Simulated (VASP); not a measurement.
Band structure of CuO (relaxed from the WC structure, space group P-6m2). All values below come from PBEsol GGA, VASP's PBE PAW potentials (set 64) (plane waves; VASP 6.6.1).

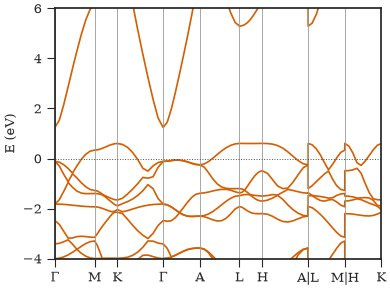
Figure: Bands along high-symmetry lines, zero at the valence-band maximum or, without a gap, the Fermi level

Read the plot: is there a gap, and where are the band edges?

It has no gap at this level: it comes out as a metal or semimetal. (Edges off the drawn lines would not show.)

The structure was generated: CuO was put into the WC type (P-6m2), which need not be its known phase. It was relaxed first, which changed the volume by +39 %. The electron count is odd and the run is not spin-polarised, which forces a metal.
